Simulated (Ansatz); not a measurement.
The calculation's input:

```
crystal:
  periodic: [false, false, false]
  atoms:
    - { symbol: C, position_ang: [-1.1977, -2.3726, -0.5382] }
    - { symbol: C, position_ang: [-0.6369, -1.5231, -1.4258] }
    - { symbol: O, position_ang: [0.1878, -0.4699, -1.2217] }
    - { symbol: Si, position_ang: [0.5818, 0.2777, 0.2538] }
    - { symbol: C, position_ang: [1.9765, 1.4051, 0.1442] }
    - { symbol: C, position_ang: [-0.98, 1.2163, 0.877] }
    - { symbol: H, position_ang: [-1.8604, -3.1243, -0.9064] }
    - { symbol: H, position_ang: [-1.0922, -2.2248, 0.5171] }
    - { symbol: H, position_ang: [-0.7506, -1.6382, -2.4538] }
    - { symbol: H, position_ang: [0.8379, -0.7798, 1.283] }
    - { symbol: H, position_ang: [2.8607, 0.8709, -0.1336] }
    - { symbol: H, position_ang: [2.199, 1.8737, 1.1531] }
    - { symbol: H, position_ang: [1.7457, 2.2447, -0.5718] }
    - { symbol: H, position_ang: [-1.8634, 0.5455, 1.0239] }
    - { symbol: H, position_ang: [-1.2677, 1.9737, 0.1801] }
    - { symbol: H, position_ang: [-0.7635, 1.7025, 1.8634] }
basis:
  gaussian: { orbitals: def2-SVP }
hamiltonian:
  xc: revpbe
relax:
  f_tol: 0.015
  max_steps: 40
output:
  orbitals: {}
```

Run with:

```sh
ansatz run input.yaml --threads 2 --pin off --max-ram 3072MiB --backend cpu --events-out ev --progress --plain --runs-dir out
```

The fields are those of the relaxed geometry.

Method: RKS revPBE/def2-SVP (Ansatz 0.2.0).

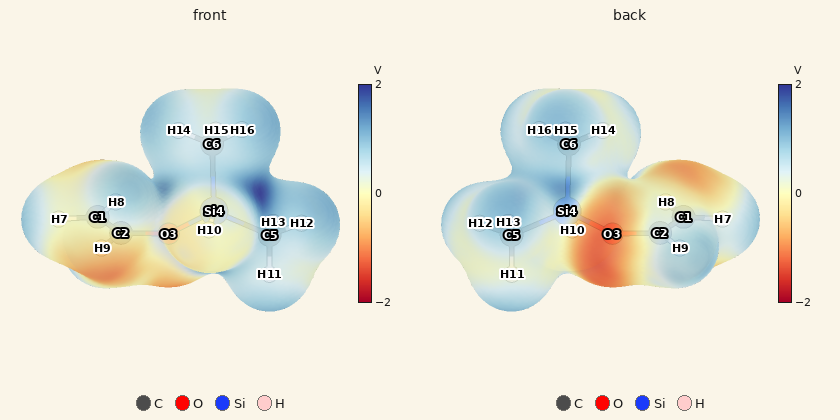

C4H10OSi (SMILES C=CO[SiH](C)C). The molecular electrostatic potential painted on the density surface at 0.004 e/bohr³, seen from the front and from behind; red is negative and blue positive.

Which sites attract a positive test charge, and which a negative one?

Answer. A positive charge is drawn to the negative regions and a negative charge to the positive ones. The most negative region (about −1.3 V, or −30 kcal/mol for a unit charge) lies over O3, the most positive (about +1.8 V, or +42 kcal/mol for a unit charge) over Si4. O3 is the likeliest acceptor of a hydrogen bond.
